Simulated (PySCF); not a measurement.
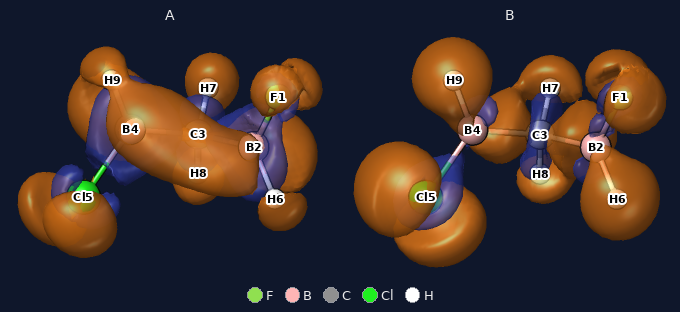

*CH4B2ClF, SMILES `FBCBCl`. The two Fukui functions at ±0.015 e/Å³ (orange positive, blue negative).*

Level of theory: PBE/def2-SVPD (PySCF), at a geometry from GFN2-xTB. No frequency check shows the geometry to be a minimum. GFN2-xTB bond lengths at metals and heavier atoms can be off by up to 0.1 Å and shapes distorted, which carries into these values.

Cartesian coordinates (Å):

```
F1       2.5312   -0.4774    0.3322
B2       1.6113   -0.1836   -0.5613
C3       0.5676    0.9558   -0.2336
B4      -0.5885    0.3383    0.6495
Cl5     -1.9805   -0.2806   -0.0868
H6       1.6190   -0.8196   -1.5475
H7       1.0730    1.7357    0.3354
H8       0.1772    1.3770   -1.1579
H9      -0.5012    0.2657    1.8171
```

**Which panel is f⁻ (electron removed) and which f⁺ (electron added)?**

A is f⁺, B is f⁻. f⁻ (Hirshfeld-condensed) is largest on Cl5 (0.32); the vertical ionisation energy is 10.20 eV (the stability of the cation's solution wasn't checked). f⁺ (Hirshfeld-condensed) is largest on B4 (0.22), Cl5 (0.21) and B2 (0.19); the vertical electron affinity is 0.11 eV (the stability of the anion's solution wasn't checked; the anion's highest orbital has positive energy, so this value and f⁺ depend on the basis).

**What chemical potential and hardness follow from the two energies?**

μ = −(I + A)/2 = −5.15 eV and η = I − A = 10.09 eV.
